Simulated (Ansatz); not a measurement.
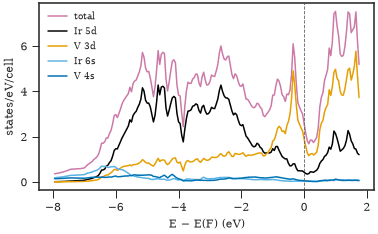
Figure: Total and projected density of states of VIr in space group Cmmm (No. 65; Ir on 4j, V on 4g), DFT-PBEsol in the program Ansatz with PAW potentials

Which orbitals carry the states next to the Fermi level?

Within 0.5 eV of the Fermi level: V 3d 74 %, Ir 5d 18 %. Projections are on Löwdin-orthogonalised atomic valence shells; empty p or d shells of many metals are not among them.

Where is the tallest occupied peak in this window, and what makes it?

Near -0.3 eV, about 6.1 states/eV per cell; the largest projected share is V 3d.

The workflow started from an entry of the Crystallography Open Database (COD), which files this formula under 2 space groups. Its standing as an ambient phase is unchecked. The cell was relaxed with PBEsol under the symmetry of its start; whether a distortion lowers the energy is not shown. The workflow began spin-polarised and lost its moments. Spin–orbit coupling is left out wherever it is not named.

Potentials: the later of the program's two PAW sets.
